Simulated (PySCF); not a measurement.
# F2Yb (Yb(F)2): the cost of one run

The runs use PySCF 2.14.0; PBE0, Yb def2-SVP with ECP28, F def2-SVP; scalar-relativistic core potentials, no spin–orbit coupling.

1 further run of the same task is left out (for a known fault of the program).

## 1. Where the work starts

3 atoms, charge 0, spin multiplicity 1.

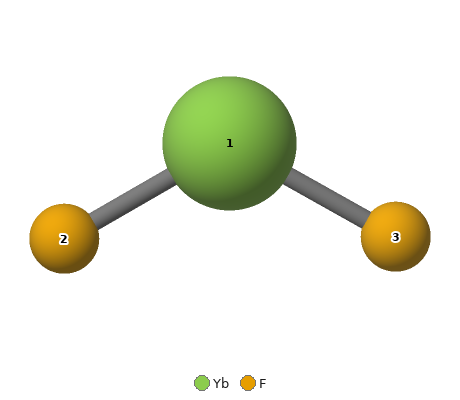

The structure; ytterbium green, fluorine amber; atoms are numbered from 1 in the order of the file.

As a file:

```xyz
3
F2Yb
Yb    0.00000    0.00000   -0.22782
F     1.74515    0.00000    0.76559
F    -1.74515    0.00000    0.76559
```

Formal oxidation states: Yb +2. An earlier session relaxed this geometry at PBE0, Yb def2-SVP with ECP28, F def2-SVP (singlet, point group C2v).

Its energy there is -1358.646693 Eh.

## 2. One electron removed, multiplicity 2

File run.py (the lines that set the calculation):

```python
mol = gto.M(atom='''
Yb     0.00000     0.00000    -0.22782
F      1.74515     0.00000     0.76559
F     -1.74515     0.00000     0.76559''',
    basis={'Yb': 'def2-SVP', 'F': 'def2-SVP'},
    ecp={'Yb': 'def2-SVP'},
    charge=1, spin=1)
mf = dft.UKS(mol, xc='PBE0')
mf.grids.atom_grid = (50, 194)  # f atoms: unpruned, at least (60, 302)
mf = mf.density_fit()  # fitting sets: Yb def2-universal-JKFIT, F def2-universal-JKFIT
mf.conv_tol = 1e-08; mf.max_cycle = 55
mf.kernel(dm0)  # dm0: the density of the relaxed state
```

The run is started by

```sh
$ OMP_NUM_THREADS=2 python run.py
```

**Question.** How long does this run take on 2 threads of Arm Neoverse V1, shared host?

About 3.6 s.
